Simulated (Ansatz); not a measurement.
# SiGeH₅ (doublet): the correlation ladder, cc-pVDZ

How much of the correlation energy of SiGeH₅ (doublet) does each wave-function method recover here?

The runs use Ansatz 0.2.0, Gaussian basis; cc-pVDZ, core rule «outside noble gas», up to 19 orbitals frozen.

Plan: UHF; CCSD(T) on ROHF; CCSD(T) on UHF; BCCD(T) on ROHF; CISD as a restricted active space (open shells left free, so some higher excitations enter); CCSDT(Q) on ROHF; CCSDT(Q) on UHF; CASSCF and MRCISD+Q, 9 electrons in 9 orbitals; CASSCF and NEVPT2, 9 electrons in 9 orbitals.

21 further runs of the same task are left out: 9 that didn't finish, 12 set aside as unsound or not needed. Runs told in other sessions of the task aren't counted.

### Step 1. The system

The geometry is a PBE0/def2-TZVP stationary point (not a proven minimum). No spin-orbit coupling is included. The filled d shell of Ge may be among the frozen orbitals whatever the setting's name suggests.

7 atoms, charge 0, spin multiplicity 2.

Atoms are counted from 1 here; the program's logs count them from 0.

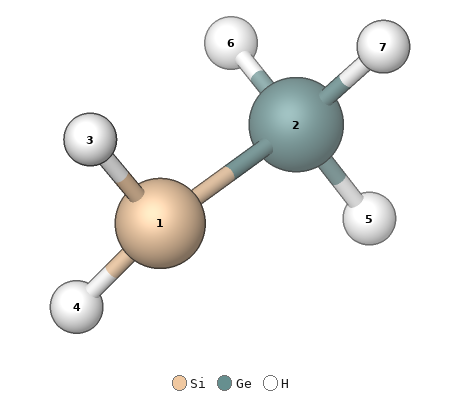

The structure; silicon light orange, germanium teal, hydrogen white; atoms are numbered from 1 in the order of the file.

In the tables R marks a restricted open-shell determinant and U an unrestricted one; 'frontier' is the active space of 9 electrons in 9 orbitals; energies count from the table's Hartree-Fock row.

### Step 2. UHF

The input, in.yaml:

```yaml
crystal:
  periodic: [false, false, false]
  atoms:
    - {symbol: Si, position_ang: [-0.081543, 0.000000, 1.698859]}
    - {symbol: Ge, position_ang: [0.016230, 0.000000, -0.670868]}
    - {symbol: H, position_ang: [0.513083, -1.216854, 2.317500]}
    - {symbol: H, position_ang: [0.513083, 1.216854, 2.317500]}
    - {symbol: H, position_ang: [-0.694920, 1.249004, -1.215853]}
    - {symbol: H, position_ang: [1.466162, 0.000000, -1.192785]}
    - {symbol: H, position_ang: [-0.694920, -1.249004, -1.215853]}
basis:
  gaussian: {orbitals: cc-pVDZ}
magnetization: {spin_polarized: true, initial_magnetization: 1}
hamiltonian: {xc: hf}
output: {orbitals: {seedname: orbitals}}
```

Started as:

```
$ ansatz run in.yaml --threads 1 --pin off --events-out ev --progress --plain --max-ram 2393MiB
```

Standard output:

```text
Functional definition: HF
  name "HF"
  cite "Fock, Z. Phys. 61, 126 (1930) doi:10.1007/BF01340294"
  parent pbe
  exchange = exact_x
  correlation = 0
724 factors; integrals over basis functions are off by at most 1.1e-3 eV
mean field evaluation 1: about -64411.8315 eV, gradient 8.7e0 eV
mean field evaluation 2: about -64411.8375 eV, gradient 8.8e0 eV
mean field evaluation 4: about -64412.8836 eV, gradient 7.3e-1 eV
mean field evaluation 8: about -64412.8953 eV, gradient 4.4e-3 eV
mean field -64412.89532329 eV, -2367.1302425023 hartree, gradient 1.7e-5 eV, S^2 0.757501; 0 other end points of the search recorded, 0 dependent functions left out
reference -64412.89532329 eV, -2367.1302425023 hartree; 26, 25 occupied and 44, 45 virtual orbitals, 724 factors
Total energy: -64412.89532329 eV, -2367.1302425023 hartree
```

Run time: 1.3 s. Hardware: 1 thread of AMD EPYC 7B13, shared host.

From the report: ⟨S²⟩ of the determinant 0.758 (pure doublet: 0.75).

### Step 3. CCSD(T) on ROHF

Changes to in.yaml since step 2:

```diff
@@ -12,4 +12,4 @@
   gaussian: {orbitals: cc-pVDZ}
-magnetization: {spin_polarized: true, initial_magnetization: 1}
-hamiltonian: {xc: hf}
-output: {orbitals: {seedname: orbitals}}
+magnetization: {spin_polarized: false, initial_magnetization: 1}
+correlation: {method: ccsd_t, electrons: outside_noble_gas}
+output: {forces: true}
```

Same command.

Standard output (excerpt; [...] marks lines left out):

```text
Functional definition: HF
  name "HF"
  cite "Fock, Z. Phys. 61, 126 (1930) doi:10.1007/BF01340294"
  parent pbe
[...]
724 factors; integrals over basis functions are off by at most 1.1e-3 eV
[...]
mean field -64412.84061846 eV, -2367.1282321370 hartree, gradient 3.0e-6 eV, S^2 0.750000; 0 other end points of the search recorded, 0 dependent functions left out
19 core orbitals not correlated: weight in the atoms' cores, before any rotation towards them, 0.999 or more for the frozen orbitals, at most 0.000 for the correlated occupied ones
reference -64412.84061846 eV, -2367.1282321370 hartree; 7, 6 occupied and 44, 45 virtual orbitals, 724 factors
second order -5.13021692 eV of doubles, -0.03311268 eV of singles
cycle   1  -6.08904392 eV  change   -9.3e-1 eV  update   7.3e-2
[...]
cycle  12  -6.43148153 eV  change   -2.0e-8 eV  update   1.5e-6
perturbative correction -0.15118740 eV, -0.0055560345 hartree
[...]
Total energy: -64419.42328740 eV, -2367.3701407584 hartree
Atom 0 at    -0.081543     0.000000     1.698859 Å, force    -0.095787     0.000000     0.268063 eV/Å
Atom 1 at     0.016230     0.000000    -0.670868 Å, force     0.014078     0.000000    -0.224358 eV/Å
Atom 2 at     0.513083    -1.216854     2.317500 Å, force     0.044888    -0.105064     0.064007 eV/Å
Atom 3 at     0.513083     1.216854     2.317500 Å, force     0.044888     0.105064     0.064007 eV/Å
Atom 4 at    -0.694920     1.249004    -1.215853 Å, force    -0.069826     0.124568    -0.060228 eV/Å
Atom 5 at     1.466162     0.000000    -1.192785 Å, force     0.131582     0.000000    -0.051261 eV/Å
Atom 6 at    -0.694920    -1.249004    -1.215853 Å, force    -0.069826    -0.124568    -0.060228 eV/Å
Dipole moment:    -0.011641     0.000000    -0.004411 e Å
```

It took 11 s on 1 thread of AMD EPYC 7B13, shared host.

From the report: correlation -6.5827 eV; T1 0.016; largest double amplitude 0.03.

### Step 4. CCSD(T) on UHF

Changes to in.yaml since step 3:

```diff
@@ -12,3 +12,3 @@
   gaussian: {orbitals: cc-pVDZ}
-magnetization: {spin_polarized: false, initial_magnetization: 1}
+magnetization: {spin_polarized: true, initial_magnetization: 1}
 correlation: {method: ccsd_t, electrons: outside_noble_gas}
```

The command is unchanged.

Standard output (excerpt; [...] marks lines left out):

```text
Functional definition: HF
  name "HF"
  cite "Fock, Z. Phys. 61, 126 (1930) doi:10.1007/BF01340294"
  parent pbe
[...]
724 factors; integrals over basis functions are off by at most 1.1e-3 eV
[...]
mean field -64412.89532329 eV, -2367.1302425023 hartree, gradient 6.8e-6 eV, S^2 0.757501; 0 other end points of the search recorded, 0 dependent functions left out
19 core orbitals not correlated: weight in the atoms' cores, before any rotation towards them, 0.999 or more for the frozen orbitals, at most 0.000 for the correlated occupied ones
reference -64412.89532329 eV, -2367.1302425023 hartree; 7, 6 occupied and 44, 45 virtual orbitals, 724 factors
second order -5.11384255 eV of doubles, -0.00000000 eV of singles
cycle   1  -6.03603634 eV  change   -9.2e-1 eV  update   7.2e-2
[...]
cycle  12  -6.37810573 eV  change   -5.1e-7 eV  update   1.7e-6
perturbative correction -0.15012642 eV, -0.0055170440 hartree
[...]
Total energy: -64419.42355544 eV, -2367.3701506087 hartree
Atom 0 at    -0.081543     0.000000     1.698859 Å, force    -0.095686     0.000000     0.268049 eV/Å
Atom 1 at     0.016230     0.000000    -0.670868 Å, force     0.014107    -0.000000    -0.224266 eV/Å
Atom 2 at     0.513083    -1.216854     2.317500 Å, force     0.044843    -0.105004     0.063970 eV/Å
Atom 3 at     0.513083     1.216854     2.317500 Å, force     0.044843     0.105004     0.063970 eV/Å
Atom 4 at    -0.694920     1.249004    -1.215853 Å, force    -0.069829     0.124554    -0.060234 eV/Å
Atom 5 at     1.466162     0.000000    -1.192785 Å, force     0.131552    -0.000000    -0.051255 eV/Å
Atom 6 at    -0.694920    -1.249004    -1.215853 Å, force    -0.069829    -0.124554    -0.060234 eV/Å
Dipole moment:    -0.011678     0.000000    -0.004395 e Å
```

Wall time 11 s (1 thread of AMD EPYC 7B13, shared host).

From the report: ⟨S²⟩ of the determinant 0.758 (pure doublet: 0.75); correlation -6.5282 eV; T1 0.013; largest double amplitude 0.03.

### Step 5. BCCD(T) on ROHF

Changes to in.yaml since step 4:

```diff
@@ -12,4 +12,3 @@
   gaussian: {orbitals: cc-pVDZ}
-magnetization: {spin_polarized: true, initial_magnetization: 1}
-correlation: {method: ccsd_t, electrons: outside_noble_gas}
-output: {forces: true}
+magnetization: {spin_polarized: false, initial_magnetization: 1}
+correlation: {method: bccd_t, electrons: outside_noble_gas}
```

The command is unchanged.

Standard output (excerpt; [...] marks lines left out):

```text
Functional definition: HF
  name "HF"
  cite "Fock, Z. Phys. 61, 126 (1930) doi:10.1007/BF01340294"
  parent pbe
[...]
724 factors; integrals over basis functions are off by at most 1.1e-3 eV
[...]
mean field -64412.84061846 eV, -2367.1282321370 hartree, gradient 3.0e-6 eV, S^2 0.750000; 0 other end points of the search recorded, 0 dependent functions left out
19 core orbitals not correlated: weight in the atoms' cores, before any rotation towards them, 0.999 or more for the frozen orbitals, at most 0.000 for the correlated occupied ones
reference -64412.84061846 eV, -2367.1282321370 hartree; 7, 6 occupied and 44, 45 virtual orbitals, 724 factors
second order -5.13021692 eV of doubles, -0.03311268 eV of singles
cycle   1  -6.10587181 eV  change   -9.4e-1 eV  update   7.3e-2
[...]
cycle  11  -6.42709871 eV  change    3.1e-6 eV  update   6.0e-6
perturbative correction -0.15647931 eV, -0.0057505087 hartree
Total energy: -64419.42419648 eV, -2367.3701741667 hartree
```

It took 4.3 s on 1 thread of AMD EPYC 7B13, shared host.

From the report: correlation -6.5836 eV; largest double amplitude 0.03.

### Step 6. CISD as a restricted active space (open shells left free, so some higher excitations enter)

Changes to in.yaml since step 5:

```diff
@@ -13,2 +13,2 @@
 magnetization: {spin_polarized: false, initial_magnetization: 1}
-correlation: {method: bccd_t, electrons: outside_noble_gas}
+correlation: {active_space: {ras: {orbitals: [6, 1, 44], electrons: 13, max_holes: 2, max_particles: 2}, fixed_orbitals: true}}
```

The command is unchanged.

Standard output:

```text
Functional definition: HF
  name "HF"
  cite "Fock, Z. Phys. 61, 126 (1930) doi:10.1007/BF01340294"
  parent pbe
  exchange = exact_x
  correlation = 0
724 factors; integrals over basis functions are off by at most 1.1e-3 eV
mean field evaluation 1: about -64411.8296 eV, gradient 1.1e1 eV
mean field evaluation 2: about -64411.8356 eV, gradient 1.1e1 eV
mean field evaluation 4: about -64412.8338 eV, gradient 7.4e-1 eV
mean field evaluation 8: about -64412.8406 eV, gradient 1.6e-3 eV
mean field -64412.84061846 eV, -2367.1282321370 hartree, gradient 3.0e-6 eV, S^2 0.750000; 0 other end points of the search recorded, 0 dependent functions left out
reference -64412.84061846 eV, -2367.1282321370 hartree; 26, 25 occupied and 44, 45 virtual orbitals, 724 factors
state -64418.68963558 eV, -2367.3431795513 hartree
Total energy: -64418.68963558 eV, -2367.3431795513 hartree
```

Wall time 5.5 s (1 thread of AMD EPYC 7B13, shared host).

From the report: 91,133 determinants.

### Step 7. CCSDT(Q) on ROHF

Changes to in.yaml since step 6:

```diff
@@ -13,2 +13,2 @@
 magnetization: {spin_polarized: false, initial_magnetization: 1}
-correlation: {active_space: {ras: {orbitals: [6, 1, 44], electrons: 13, max_holes: 2, max_particles: 2}, fixed_orbitals: true}}
+correlation: {method: ccsdt_q, electrons: outside_noble_gas}
```

The command is unchanged.

Standard output (excerpt; [...] marks lines left out):

```text
Functional definition: HF
  name "HF"
  cite "Fock, Z. Phys. 61, 126 (1930) doi:10.1007/BF01340294"
  parent pbe
[...]
1390 factors; integrals over basis functions are off by at most 1.8e-7 eV
[...]
mean field -64412.84075981 eV, -2367.1282373315 hartree, gradient 4.1e-6 eV, S^2 0.750000; 0 other end points of the search recorded, 0 dependent functions left out
19 core orbitals not correlated: weight in the atoms' cores, before any rotation towards them, 0.999 or more for the frozen orbitals, at most 0.000 for the correlated occupied ones
reference -64412.84075981 eV, -2367.1282373315 hartree; 7, 6 occupied and 44, 45 virtual orbitals, 1390 factors
second order -5.13026807 eV of doubles, -0.03311271 eV of singles
cycle   1  -6.08903530 eV  change   -9.3e-1 eV  update   8.0e-2
[...]
cycle  16  -6.61479587 eV  change    7.0e-7 eV  update   2.9e-7
perturbative correction -0.00542018 eV, -0.0001991879 hartree
Total energy: -64419.46097586 eV, -2367.3715257838 hartree
```

Run time: 1.8 min. Hardware: 1 thread of AMD EPYC 7B13, shared host; peak memory 1.4 GiB.

From the report: correlation -6.6202 eV; T1 0.017; largest double amplitude 0.04.

### Step 8. CCSDT(Q) on UHF

Changes to in.yaml since step 7:

```diff
@@ -12,3 +12,3 @@
   gaussian: {orbitals: cc-pVDZ}
-magnetization: {spin_polarized: false, initial_magnetization: 1}
+magnetization: {spin_polarized: true, initial_magnetization: 1}
 correlation: {method: ccsdt_q, electrons: outside_noble_gas}
```

Launched as before.

Standard output (excerpt; [...] marks lines left out):

```text
Functional definition: HF
  name "HF"
  cite "Fock, Z. Phys. 61, 126 (1930) doi:10.1007/BF01340294"
  parent pbe
[...]
1390 factors; integrals over basis functions are off by at most 1.8e-7 eV
[...]
mean field -64412.89546477 eV, -2367.1302477016 hartree, gradient 2.0e-6 eV, S^2 0.757501; 0 other end points of the search recorded, 0 dependent functions left out
19 core orbitals not correlated: weight in the atoms' cores, before any rotation towards them, 0.999 or more for the frozen orbitals, at most 0.000 for the correlated occupied ones
reference -64412.89546477 eV, -2367.1302477016 hartree; 7, 6 occupied and 44, 45 virtual orbitals, 1390 factors
second order -5.11389336 eV of doubles, -0.00000000 eV of singles
cycle   1  -6.03602750 eV  change   -9.2e-1 eV  update   8.0e-2
[...]
cycle  16  -6.56038729 eV  change    6.6e-7 eV  update   2.9e-7
perturbative correction -0.00557046 eV, -0.0002047107 hartree
Total energy: -64419.46142253 eV, -2367.3715421986 hartree
```

Wall time 88 s (1 thread of AMD EPYC 7B13, shared host); peak memory 1.1 GiB.

From the report: ⟨S²⟩ of the determinant 0.758 (pure doublet: 0.75); correlation -6.5660 eV; T1 0.013; largest double amplitude 0.04.

### Step 9. CASSCF and MRCISD+Q, 9 electrons in 9 orbitals

Changes to in.yaml since step 8:

```diff
@@ -12,3 +12,3 @@
   gaussian: {orbitals: cc-pVDZ}
-magnetization: {spin_polarized: true, initial_magnetization: 1}
-correlation: {method: ccsdt_q, electrons: outside_noble_gas}
+magnetization: {spin_polarized: false, initial_magnetization: 1}
+correlation: {method: fic_mrcisd_q, electrons: outside_noble_gas, active_space: {window: {electrons: 9, orbitals: 9}}}
```

Same command.

Standard output (excerpt; [...] marks lines left out):

```text
Functional definition: HF
  name "HF"
  cite "Fock, Z. Phys. 61, 126 (1930) doi:10.1007/BF01340294"
  parent pbe
[...]
724 factors; integrals over basis functions are off by at most 1.1e-3 eV
[...]
mean field -64412.84061846 eV, -2367.1282321370 hartree, gradient 3.0e-6 eV, S^2 0.750000; 0 other end points of the search recorded, 0 dependent functions left out
reference -64412.84061846 eV, -2367.1282321370 hartree; 26, 25 occupied and 44, 45 virtual orbitals, 724 factors
state -64414.39758164 eV, -2367.1854494783 hartree
contracted CI cycle   1: correlation 0.00000000 eV, 0.0000000000 hartree, residual 1.62e1 eV
contracted CI cycle   2: correlation -4.40567028 eV, -0.1619053964 hartree, residual 3.03e0 eV
contracted CI cycle   3: correlation -4.57432020 eV, -0.1681031669 hartree, residual 8.20e-1 eV
contracted CI cycle   4: correlation -4.58694070 eV, -0.1685669618 hartree, residual 2.42e-1 eV
contracted CI cycle   5: correlation -4.58802237 eV, -0.1686067122 hartree, residual 7.66e-2 eV
contracted CI cycle   6: correlation -4.58813647 eV, -0.1686109053 hartree, residual 2.76e-2 eV
contracted CI cycle   7: correlation -4.58815024 eV, -0.1686114115 hartree, residual 9.95e-3 eV
contracted CI cycle   8: correlation -4.58815195 eV, -0.1686114742 hartree, residual 3.43e-3 eV
contracted CI cycle   9: correlation -4.58815216 eV, -0.1686114820 hartree, residual 1.17e-3 eV
state -64414.39758164 eV, -2367.1854494783 hartree; corrected -64419.42315129 eV, -2367.3701357567 hartree
Total energy: -64419.42315129 eV, -2367.3701357567 hartree
```

It took 20 s on 1 thread of AMD EPYC 7B13, shared host; peak memory 0.53 GiB.

From the report: 15,876 determinants; active occupations 1.98, 1.98, 1.97, 1.97, 1.00, 0.03, 0.02, 0.02, 0.02.

### Step 10. CASSCF and NEVPT2, 9 electrons in 9 orbitals

Changes to in.yaml since step 9:

```diff
@@ -13,2 +13,2 @@
 magnetization: {spin_polarized: false, initial_magnetization: 1}
-correlation: {method: fic_mrcisd_q, electrons: outside_noble_gas, active_space: {window: {electrons: 9, orbitals: 9}}}
+correlation: {method: sc_nevpt2, electrons: outside_noble_gas, active_space: {window: {electrons: 9, orbitals: 9}}}
```

The command is unchanged.

Standard output:

```text
Functional definition: HF
  name "HF"
  cite "Fock, Z. Phys. 61, 126 (1930) doi:10.1007/BF01340294"
  parent pbe
  exchange = exact_x
  correlation = 0
724 factors; integrals over basis functions are off by at most 1.1e-3 eV
mean field evaluation 1: about -64411.8296 eV, gradient 1.1e1 eV
mean field evaluation 2: about -64411.8356 eV, gradient 1.1e1 eV
mean field evaluation 4: about -64412.8338 eV, gradient 7.4e-1 eV
mean field evaluation 8: about -64412.8406 eV, gradient 1.6e-3 eV
mean field -64412.84061846 eV, -2367.1282321370 hartree, gradient 3.0e-6 eV, S^2 0.750000; 0 other end points of the search recorded, 0 dependent functions left out
reference -64412.84061846 eV, -2367.1282321370 hartree; 26, 25 occupied and 44, 45 virtual orbitals, 724 factors
state -64414.39758164 eV, -2367.1854494783 hartree
state -64414.39758164 eV, -2367.1854494783 hartree; corrected -64417.99511587 eV, -2367.3176564231 hartree
Total energy: -64417.99511587 eV, -2367.3176564231 hartree
```

It took 15 s on 1 thread of AMD EPYC 7B13, shared host.

From the report: 15,876 determinants; active occupations 1.98, 1.98, 1.97, 1.97, 1.00, 0.03, 0.02, 0.02, 0.02.

### Step 11. Misses and costs

The yardstick is UCCSDT(Q), where the cluster series has nearly closed. Rows without a time are mean-field rows or come out of runs for another level: lower rungs of the coupled-cluster runs, CASSCF and MRCISD of the multireference runs, or the Hartree-Fock search. The times of RCCSD(T), UCCSD(T) include forces.

```
           method  energy from the lowest ROHF (meV)  from UCCSDT(Q) (meV)     time
              ROHF                               0.0               +6620.8         
              UHF                             -54.7               +6566.1         
             RMP2                           -5163.3               +1457.5         
             UMP2                           -5168.5               +1452.3         
             CISD                           -5849.0                +771.8    5.5 s
            RCCSD                           -6431.5                +189.3         
            UCCSD                           -6432.8                +188.0         
         RCCSD(T)                           -6582.7                 +38.1     11 s
         UCCSD(T)                           -6582.9                 +37.9     11 s
          BCCD(T)                           -6583.6                 +37.2    4.3 s
           RCCSDT                           -6614.9                  +5.9         
           UCCSDT                           -6615.2                  +5.6         
        RCCSDT(Q)                           -6620.4                  +0.4  1.8 min
        UCCSDT(Q)                           -6620.8                     0     88 s
  CASSCF frontier                           -1557.0               +5063.8         
  NEVPT2 frontier                           -5154.5               +1466.3     15 s
  MRCISD frontier                           -6145.1                +475.7         
MRCISD+Q frontier                           -6582.5                 +38.3     20 s
```

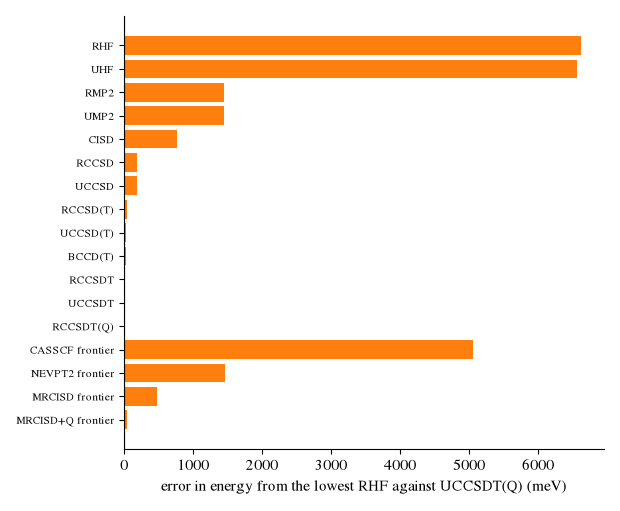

Deviations from UCCSDT(Q), method by method.

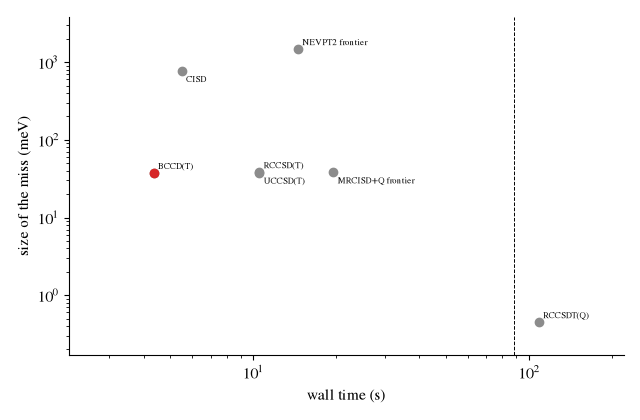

Miss against cost. Red marks the levels that no quicker level drawn beats (of those quicker than the yardstick), and the dashed line is the time of UCCSDT(Q). Times are from a shared host.

With the free atoms at the same levels and basis (separate runs), the atomisation energy is 16.617 eV at UCCSDT(Q), 16.609 eV at RCCSD(T), 16.599 eV at UCCSD(T), 13.529 eV at ROHF.

### Step 12. What came out

| quantity | value |
| --- | --- |
| UCCSDT(Q) from the ROHF energy | -6.6208 eV |
| RMP2 from UCCSDT(Q) | +1457.5 meV |
| UMP2 from UCCSDT(Q) | +1452.3 meV |
| RCCSD from UCCSDT(Q) | +189.3 meV |
| RCCSD(T) from UCCSDT(Q) | +38.1 meV |
| UCCSD(T) from UCCSDT(Q) | +37.9 meV |
| RCCSDT(Q) from UCCSDT(Q) | +0.4 meV |
| NEVPT2 frontier from UCCSDT(Q) | +1466.3 meV |
| MRCISD+Q frontier from UCCSDT(Q) | +38.3 meV |
| levels within 1 kcal/mol (43 meV) | RCCSD(T), UCCSD(T), BCCD(T), RCCSDT, UCCSDT, RCCSDT(Q), MRCISD+Q frontier |
| T1 diagnostic | 0.016 |

RCCSD(T) misses by +38.1 meV, 0.6 % of the correlation energy. Of the multireference levels listed MRCISD+Q frontier comes nearest in total energy (+38.3 meV), which doesn't show that its space is the better one. These misses are within one basis, not against nature; the frozen cores of restricted and unrestricted runs differ, which can shift their rows.

With open shells the CI space here admits some higher excitations, so it is larger than plain CISD.

For cost: BCCD(T) gets within 37.2 meV in 4.3 s, where UCCSDT(Q) took 88 s.
